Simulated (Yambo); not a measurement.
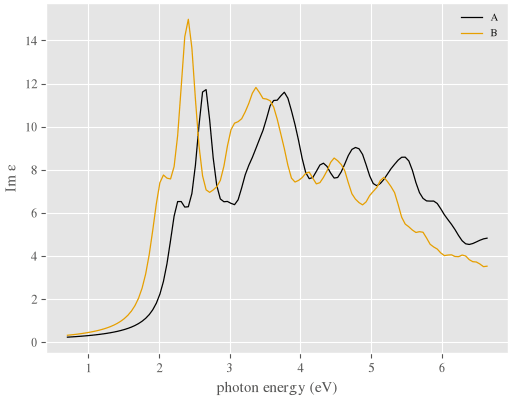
Figure: Two computed absorption spectra of Ag2S (space group P2_1/c, No. 14) (Yambo, PBEsol bands with the same scissor, field along x)

Axes are Cartesian, with cell vectors (Å) (4.55, 0.00, 0.00), (0.00, 7.02, 0.00), (-4.30, 0.00, 8.30).

Problem. Which curve includes the electron-hole attraction (BSE)?

Solution. Curve B: the attraction moves weight to lower energy (centre of the plotted range 3.8 eV against 4.2 eV). Settings: 4×2×2 mesh, 46 valence and 12 conduction bands, static screening with 186 bands and a 3 Ry block, scissor 0.62 eV, Tamm-Dancoff. The scissor comes from a G0W0 run whose convergence isn't established. Broadening 0.15 eV. The band window holds all transitions up to 6.6 eV. On this mesh the peak heights and the fine structure are mesh artefacts; only the shift of weight is robust.

Spin-orbit coupling is not included.

Geometry of the Materials Project entry, not relaxed at this level; primitive cell a = 4.554 Å, b = 7.021 Å, c = 9.344 Å, α = 90.00°, β = 117.39°, γ = 90.00°.
